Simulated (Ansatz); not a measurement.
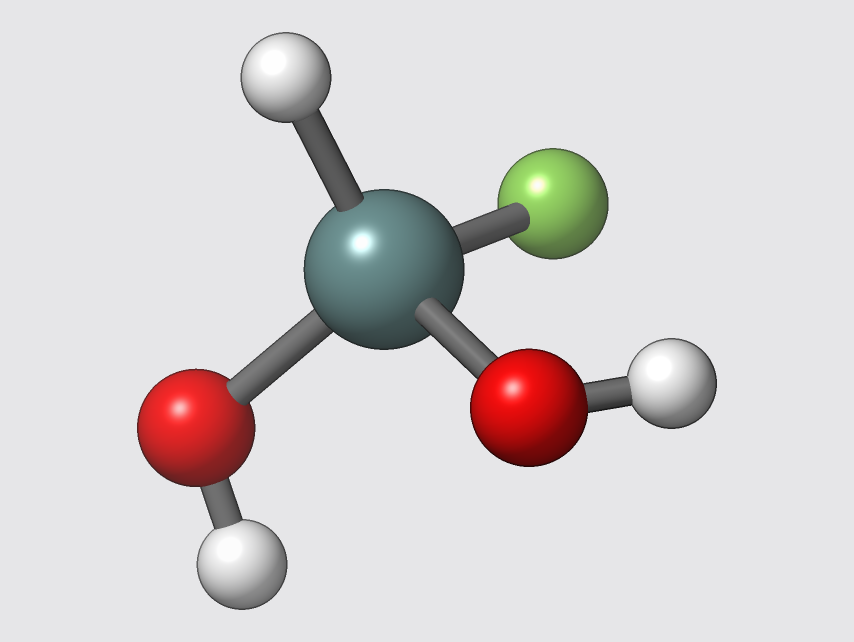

A ball-and-stick model of a molecule. Colours: oxygen red, germanium teal, fluorine green, hydrogen white.

Computed geometry: PBE0-D4/def2-TZVP optimisation.

> Give the formula.

FGeH₃O₂, 7 atoms: 1 fluorine, 1 germanium, 3 hydrogen and 2 oxygen.

> Give the symmetry (Schoenflies symbol).

C1.

> How many bonds of each kind are drawn?

2 Ge–O, 2 O–H, 1 F–Ge, 1 Ge–H.

More results for the same structure follow; atom numbers are the same in all pictures, views and colours differ.

**Shape**

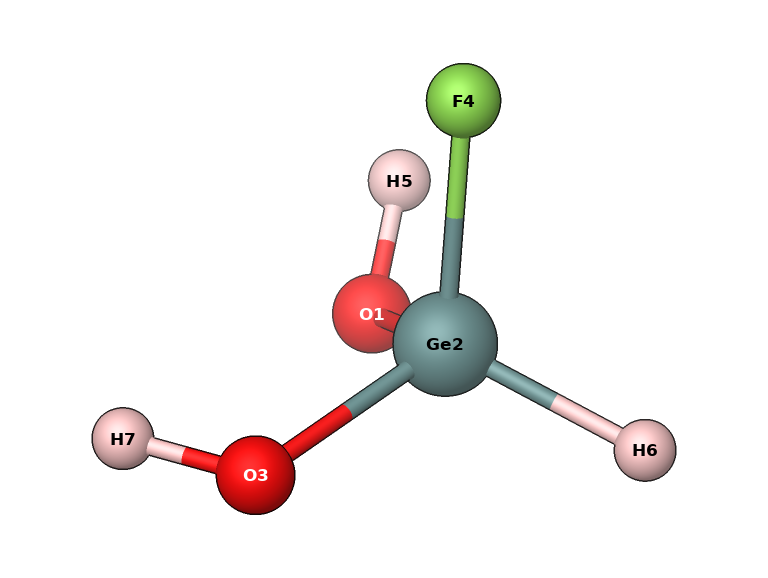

O1 lies behind Ge2. The molecule seen a little off the Ge2–O1 bond, Ge2 in front. Distant atoms are faded towards the background colour.

> What is the torsion angle F4–Ge2–O1–H5? The sign is positive where the front bond must turn clockwise to cover the back bond.

19°, synperiplanar.

**Charges**

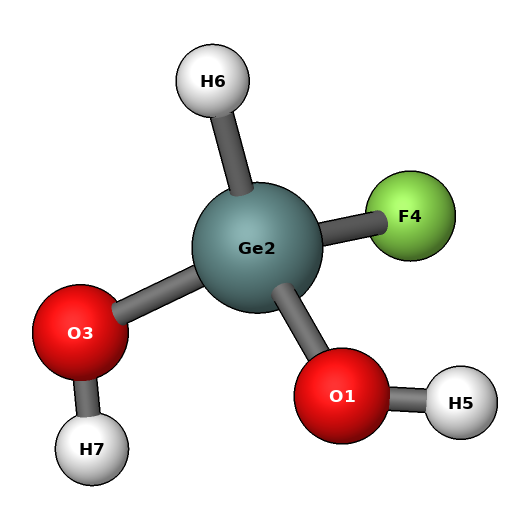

The questions are on Mulliken charges. Method: RKS r2SCAN-D4/def2-TZVPP (Ansatz 0.2.0).

List the Mulliken charges.

```
atom  value (e)
  O1      −0.44
 Ge2       0.84
  O3      −0.43
  F4      −0.38
  H5       0.21
  H6      −0.01
  H7       0.20
```

**Dipole moment**

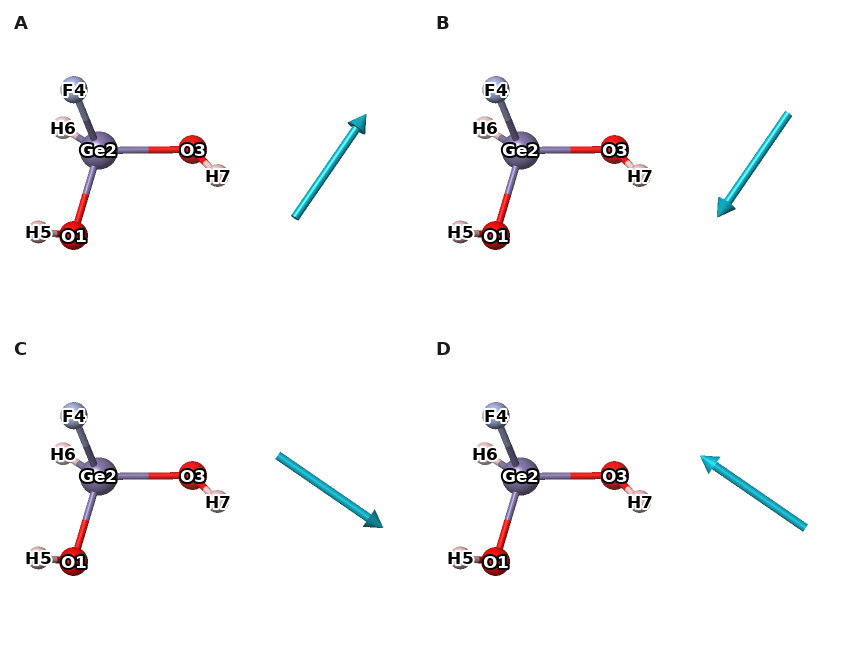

The same molecule four times, each with an arrow. Level of theory: RKS B3LYP-D4/def2-TZVPP (Ansatz 0.2.0).

> Which arrow points along the dipole moment, from the negative to the positive end?

B. The dipole moment is 1.11 D; it points from the side of O3 to the side of H5 (the outermost atoms at the two ends).

**Electronic properties**

Properties computed with RKS BLYP-D4/def2-TZVPP (Ansatz 0.2.0).

Predict the main results.

- HOMO energy (Kohn–Sham orbital): −7.58 eV
- LUMO energy (Kohn–Sham orbital): −0.95 eV
- HOMO–LUMO gap: 6.62 eV
- dispersion correction: −23.8 kJ/mol

**Vibrations**

Harmonic vibrations computed with RKS PBE0-D4/def2-TZVP (Ansatz 0.2.0) at a stationary point of the same level.

> How many vibrational modes are there, and where do they lie?

15 modes: 137, 196, 228, 272, 303, 692, 706, 723, 742, 766, 914, 936, 2244, 3886, 3889 cm⁻¹.

Mulliken values depend strongly on the basis set and can even reverse the polarity of a bond.
